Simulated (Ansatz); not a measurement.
CH₈BClSi₂ (SMILES C[SiH](Cl)B[SiH3])

Input file:

```
crystal:
  periodic: [false, false, false]
  atoms:
    - {symbol: C, position_ang: [-2.118887, 0.654906, 0.881982]}
    - {symbol: Si, position_ang: [-0.295059, 0.285233, 1.039126]}
    - {symbol: Cl, position_ang: [-0.097416, -1.648815, 1.766019]}
    - {symbol: B, position_ang: [0.727837, 0.530198, -0.665865]}
    - {symbol: Si, position_ang: [1.901705, -0.895278, -1.443737]}
    - {symbol: H, position_ang: [-2.589289, -0.004431, 0.149747]}
    - {symbol: H, position_ang: [-2.264630, 1.689672, 0.561435]}
    - {symbol: H, position_ang: [-2.618405, 0.512076, 1.842341]}
    - {symbol: H, position_ang: [0.325590, 1.178749, 2.060882]}
    - {symbol: H, position_ang: [0.577535, 1.577751, -1.229614]}
    - {symbol: H, position_ang: [0.953908, -1.894009, -2.026400]}
    - {symbol: H, position_ang: [2.702331, -1.583380, -0.395346]}
    - {symbol: H, position_ang: [2.815180, -0.437270, -2.525669]}
basis:
  gaussian: {orbitals: def2-TZVPP}
hamiltonian: {xc: pbe0, dispersion: d4}
output: {orbitals: {seedname: orbitals}}
```

Launched as:

```sh
ansatz run in.yaml --threads 4 --pin off --events-out ev --progress --plain --max-ram 10444MiB
```

Geometry: PBE0-D4/def2-TZVP.

All numbers below come from RKS PBE0-D4/def2-TZVPP in Ansatz.

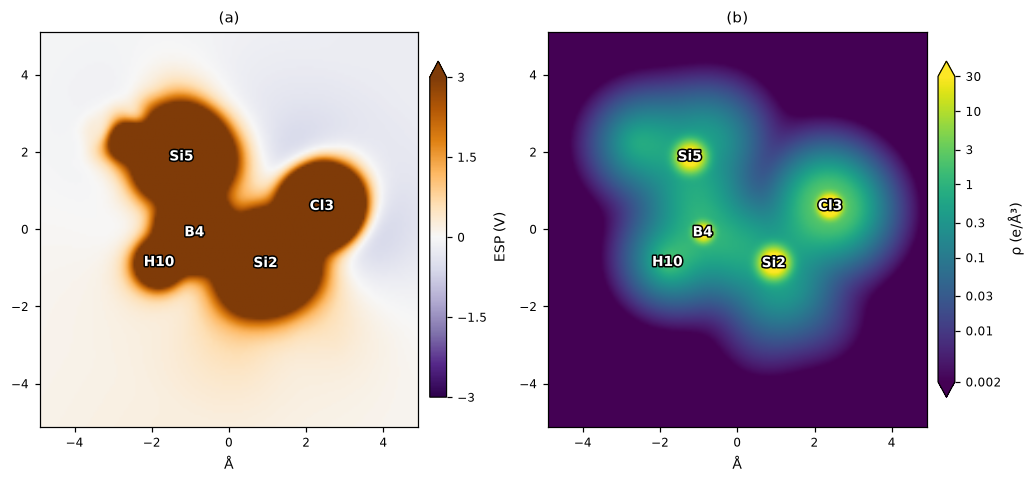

Figure 1. (a) molecular electrostatic potential; (b) total electron density on the plane of atoms Cl3, Si2 and B4.

> Interpret the plot.

- The section cuts through Si, Cl, B and H sites.
- Si–B (2.00 Å): the density is about 0.83 e/Å³ at the midpoint.
- Si–Cl (2.08 Å): ρ at the midpoint is about 0.87 e/Å³.
- B–H (1.20 Å): the density is about 1.3 e/Å³ at the midpoint.
- Outside the dense part of the molecule the potential is most negative (−0.6 V) near Cl3.

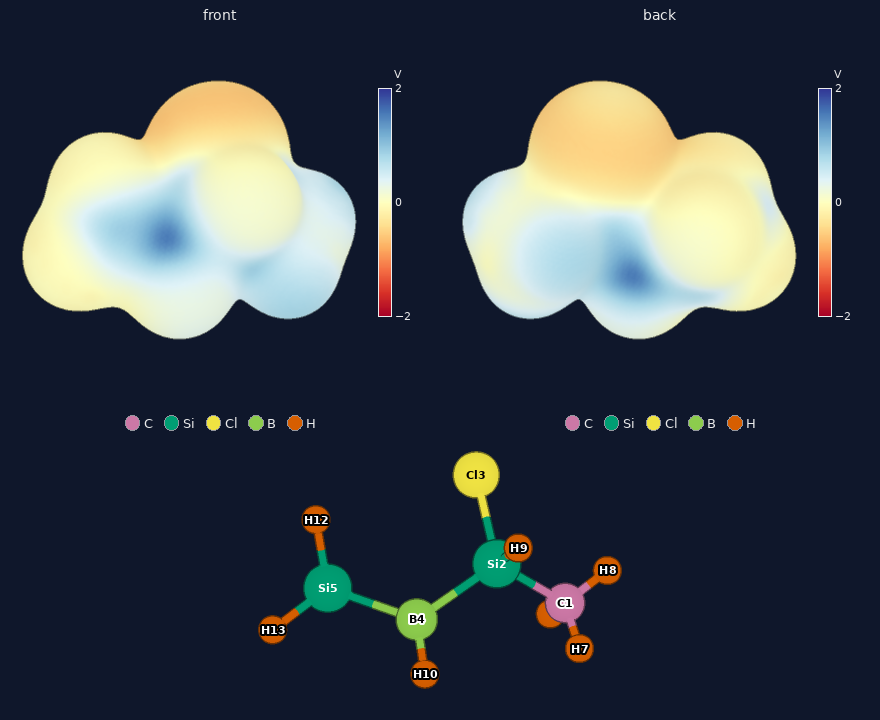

Figure 2. The electrostatic potential painted on the density surface at 0.001 e/bohr³, seen from the front and from behind; red is negative and blue positive. The bare structure is drawn below in the same view.

> Which sites attract a positive test charge, and which a negative one?

A positive charge is drawn to the negative regions and a negative charge to the positive ones. The most negative region (about −0.6 V) lies over Cl3, the most positive (about +1.5 V) over B4.

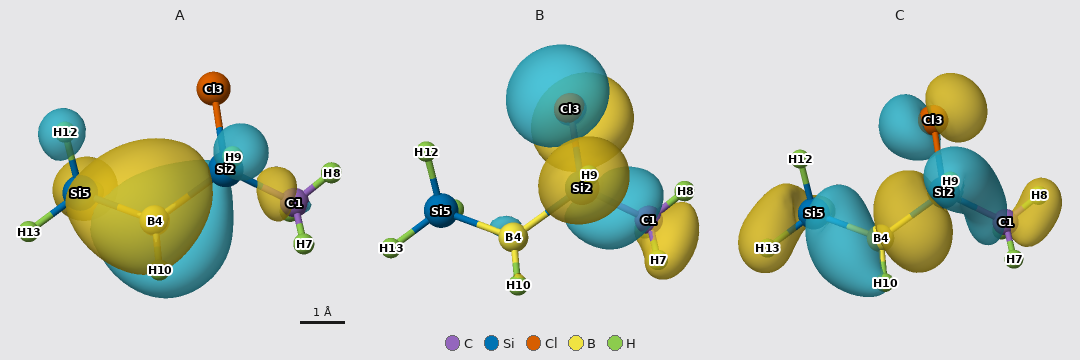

Figure 3. Three frontier orbitals at ±0.08 Å⁻³ᐟ² (yellow and cyan are the two phases), in no order.

> Order the three orbitals by energy and name them.

B is the HOMO−1 (−8.67 eV). By Hirshfeld shares it lies mainly on Cl3 (about 55 %), Si2 (about 15 %), C1 (about 10 %) and H9 (about 10 %). C is the HOMO (−7.81 eV). Its weight (Hirshfeld) is mainly on B4 (about 30 %), Si2 (about 20 %), Si5 (about 15 %) and Cl3 (about 15 %). A is the LUMO (−2.97 eV). By Hirshfeld shares it lies mainly on B4 (about 55 %), Si5 (about 15 %) and Si2 (about 15 %).

> What is the HOMO–LUMO gap?

4.84 eV between the orbital energies.
